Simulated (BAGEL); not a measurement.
**UHF/STO-3G (density fitting with qzvpp-jkfit) run of CH5ClNSi (SMILES C[N][SiH2]Cl)**

Aim: the vertical ionisation energy of CH5ClNSi at UHF/STO-3G (density fitting with qzvpp-jkfit), from 2 runs. 

The calculation is run with BAGEL 1.2.2.

1 further run of the same task is left out (set aside as unsound or not needed).

## 1. The system as given

CH5ClNSi has 9 atoms, charge 0, and is taken as a doublet. SMILES: `C[N][SiH2]Cl`. The coordinates come from a PBE0-D4/def2-TZVP relaxation. This is one conformer, not always the lowest.

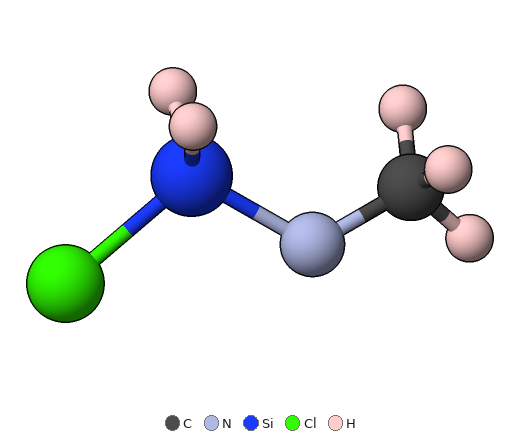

Viewed from a chosen angle; carbon dark grey, nitrogen light blue, silicon blue, chlorine green, hydrogen pink.

## 2. A single-point energy at UHF/STO-3G (density fitting with qzvpp-jkfit)

Contents of hf.json:

```json
{ "bagel": [

{
  "title": "molecule",
  "basis": "sto-3g",
  "df_basis": "qzvpp-jkfit",
  "angstrom": true,
  "geometry": [
    { "atom": "C", "xyz": [       0.493800,       1.341500,       0.140500 ] },
    { "atom": "N", "xyz": [       0.628800,      -0.021000,       0.521800 ] },
    { "atom": "Si", "xyz": [      -0.415600,      -1.237400,      -0.129200 ] },
    { "atom": "Cl", "xyz": [       0.319500,      -3.082500,       0.354500 ] },
    { "atom": "H", "xyz": [       0.134300,       1.514200,      -0.884300 ] },
    { "atom": "H", "xyz": [      -0.244700,       1.810000,       0.812700 ] },
    { "atom": "H", "xyz": [       1.430900,       1.885400,       0.295300 ] },
    { "atom": "H", "xyz": [      -1.762400,      -1.101400,       0.482200 ] },
    { "atom": "H", "xyz": [      -0.495900,      -1.155200,      -1.610700 ] }
  ]
},

{
  "title": "uhf",
  "charge": 0,
  "nopen": 1
},

{
  "title": "print",
  "file": "orbitals.molden",
  "orbitals": true
}

]}
```

Command:

```
$ BAGEL_NUM_THREADS=1 BAGEL hf.json > hf.out
```

The log of the run:

```text
* using 1 threads per process

  ===============================================================
  ===============================================================

  *** Geometry ***

  { "atom" : "C", "xyz" : [      0.933147,      2.535068,      0.265507 ] },
  { "atom" : "N", "xyz" : [      1.188260,     -0.039684,      0.986059 ] },
  { "atom" : "Si", "xyz" : [     -0.785370,     -2.338347,     -0.244153 ] },
  { "atom" : "Cl", "xyz" : [      0.603767,     -5.825081,      0.669908 ] },
  { "atom" : "H", "xyz" : [      0.253790,      2.861423,     -1.671085 ] },
  { "atom" : "H", "xyz" : [     -0.462416,      3.420404,      1.535780 ] },
  { "atom" : "H", "xyz" : [      2.704009,      3.562890,      0.558036 ] },
  { "atom" : "H", "xyz" : [     -3.330453,     -2.081344,      0.911226 ] },
  { "atom" : "H", "xyz" : [     -0.937115,     -2.183012,     -3.043782 ] },

  Number of auxiliary basis functions:      498

  Since a DF basis is specified, we compute 2- and 3-index integrals:
    o Being stored without compression. Storage requirement is 0.004 GB

  Number of basis functions:       33
  Number of electrons      :       49

    * METHOD: MOLECULE                             0.19

  *** Open-shell HF ***

  === Nuclear Repulsion ===
   205.3394117977

      * DIIS with orbital gradients will be used.

  === UHF iteration (sto-3g) ===
      0       -834.18136243          0.02561446           0.05
      1       -834.26081189          0.00661990           0.05
      2       -834.26757190          0.00206623           0.05
      3       -834.26835720          0.00067331           0.05
      4       -834.26854559          0.00007309           0.05
      5       -834.26856839          0.00002235           0.05
      6       -834.26857598          0.00001133           0.05
      7       -834.26857864          0.00000864           0.05
      8       -834.26857984          0.00000621           0.05
      9       -834.26857970          0.00000423           0.05
     10       -834.26857968          0.00000232           0.05
     11       -834.26857989          0.00000087           0.05
     12       -834.26857995          0.00000042           0.05
     13       -834.26857996          0.00000024           0.05
     14       -834.26857996          0.00000008           0.05
     15       -834.26857996          0.00000003           0.05
     16       -834.26857996          0.00000002           0.05
     17       -834.26857996          0.00000002           0.05
     18       -834.26857996          0.00000001           0.05
     19       -834.26857996          0.00000001           0.05
    * SCF iteration converged.

    * S^2 (UHF) is 0.7597

    * Permanent dipole moment:
           (    0.769496,    -1.170571,     0.589351) a.u.

    * METHOD: UHF                                  1.07

    * METHOD: PRINT                                0.00

  ===============================================================
```

Run time: 1.4 s. Hardware: 1 thread of Arm Neoverse V1, shared host; peak memory 0.083 GiB.

## 3. The singlet cation at the same level

Contents of calc.json:

```json
{ "bagel" : [

{
  "title" : "molecule",
  "basis" : "sto-3g",
  "df_basis" : "qzvpp-jkfit",
  "angstrom" : true,
  "geometry" : [
    { "atom" : "C", "xyz" : [    0.493800,    1.341500,    0.140500 ] },
    { "atom" : "N", "xyz" : [    0.628800,   -0.021000,    0.521800 ] },
    { "atom" : "Si", "xyz" : [   -0.415600,   -1.237400,   -0.129200 ] },
    { "atom" : "Cl", "xyz" : [    0.319500,   -3.082500,    0.354500 ] },
    { "atom" : "H", "xyz" : [    0.134300,    1.514200,   -0.884300 ] },
    { "atom" : "H", "xyz" : [   -0.244700,    1.810000,    0.812700 ] },
    { "atom" : "H", "xyz" : [    1.430900,    1.885400,    0.295300 ] },
    { "atom" : "H", "xyz" : [   -1.762400,   -1.101400,    0.482200 ] },
    { "atom" : "H", "xyz" : [   -0.495900,   -1.155200,   -1.610700 ] }
  ]
},
{
  "title" : "hf",
  "charge" : 1
},
{
  "title" : "print",
  "file" : "orbitals.molden",
  "orbitals" : true
}

]}
```

Command:

```
$ BAGEL_NUM_THREADS=1 BAGEL calc.json > calc.out
```

The log of the run:

```text
* using 1 threads per process

  ===============================================================
  ===============================================================

  *** Geometry ***

  { "atom" : "C", "xyz" : [      0.933147,      2.535068,      0.265507 ] },
  { "atom" : "N", "xyz" : [      1.188260,     -0.039684,      0.986059 ] },
  { "atom" : "Si", "xyz" : [     -0.785370,     -2.338347,     -0.244153 ] },
  { "atom" : "Cl", "xyz" : [      0.603767,     -5.825081,      0.669908 ] },
  { "atom" : "H", "xyz" : [      0.253790,      2.861423,     -1.671085 ] },
  { "atom" : "H", "xyz" : [     -0.462416,      3.420404,      1.535780 ] },
  { "atom" : "H", "xyz" : [      2.704009,      3.562890,      0.558036 ] },
  { "atom" : "H", "xyz" : [     -3.330453,     -2.081344,      0.911226 ] },
  { "atom" : "H", "xyz" : [     -0.937115,     -2.183012,     -3.043782 ] },

  Number of auxiliary basis functions:      498

  Since a DF basis is specified, we compute 2- and 3-index integrals:
    o Being stored without compression. Storage requirement is 0.004 GB

  Number of basis functions:       33
  Number of electrons      :       49

    * METHOD: MOLECULE                             0.18

  *** RHF ***

  === Nuclear Repulsion ===
   205.3394117977

      * DIIS with orbital gradients will be used.

  === RHF iteration (sto-3g) ===
      0       -833.85150699          0.01357929           0.02
      1       -833.95354370          0.00393640           0.02
      2       -833.96000561          0.00146522           0.02
      3       -833.96150047          0.00051869           0.02
      4       -833.96165045          0.00012514           0.02
      5       -833.96166250          0.00003026           0.02
      6       -833.96166339          0.00002078           0.02
      7       -833.96166397          0.00001716           0.02
      8       -833.96166492          0.00001146           0.02
      9       -833.96166559          0.00000526           0.02
     10       -833.96166568          0.00000296           0.02
     11       -833.96166570          0.00000082           0.02
     12       -833.96166570          0.00000021           0.02
     13       -833.96166570          0.00000006           0.02
     14       -833.96166570          0.00000002           0.02
     15       -833.96166570          0.00000001           0.02
     16       -833.96166570          0.00000001           0.02
     17       -833.96166570          0.00000001           0.02
    * SCF iteration converged.

    * Permanent dipole moment:
           (    0.591943,    -3.335657,     0.424647) a.u.

    * METHOD: HF                                   0.51

    * METHOD: PRINT                                0.00

  ===============================================================
```

Wall time 0.83 s (1 thread of Arm Neoverse V1, shared host); peak memory 0.083 GiB.

## 4. Summary of results

At UHF/STO-3G (density fitting with qzvpp-jkfit):

| quantity | value |
| --- | --- |
| doublet CH5ClNSi: total energy | -834.26858 Eh |
| doublet CH5ClNSi: dipole moment | 3.86 D |
| doublet CH5ClNSi: ⟨S²⟩ | 0.760 |
| singlet cation: total energy | -833.96167 Eh |
| singlet cation: HOMO energy | -15.36 eV |
| singlet cation: LUMO energy | -5.89 eV |
| singlet cation: HOMO–LUMO gap | 9.47 eV |
| vertical ionisation energy (to the singlet cation) | 8.352 eV |

Removing an electron at fixed nuclei costs 8.35 eV (806 kJ/mol). Only the singlet of the ionised species was computed; a triplet could lie lower. In a minimal basis such a difference can be off by several eV, whatever the method.
